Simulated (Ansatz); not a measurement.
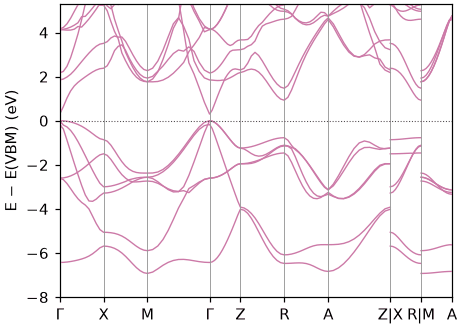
*Band structure from the program Ansatz at the r²SCAN level (PAW)*

Q: Read off the gap and where the band edges lie.

A: About 0.3 eV (0.30 eV by a search for the band edges); maximum at Γ, minimum at Γ.

Q: Which compound is it?
(A) BAs, P4_2/mnm (B on 4g, As on 4f)
(B) LaSF, P4/nmm (La on 2c, S on 2c, F on 2a)
(C) GaAs, P4_2/mnm (Ga on 4g, As on 4f)
(D) InGaAs2, P-4m2 (In on 1d, Ga on 1b, As on 2g)

A: D, InGaAs2, P-4m2 (In on 1d, Ga on 1b, As on 2g)

The first step of the workflow began from a Materials Project structure, measured or hypothetical; the Crystallography Open Database copy checked does not list it. With In and Ga taken as one species the cell has the higher symmetry F-43m, so it may be an ordered model of a mixed-site phase. Whether it is the stable phase at ambient conditions was not checked. The cell was relaxed with r²SCAN under the symmetry of its start; whether a distortion lowers the energy is not shown. Scalar-relativistic: spin–orbit coupling is off unless named, which matters more the heavier the elements.

Potentials: the later of the program's two PAW sets.
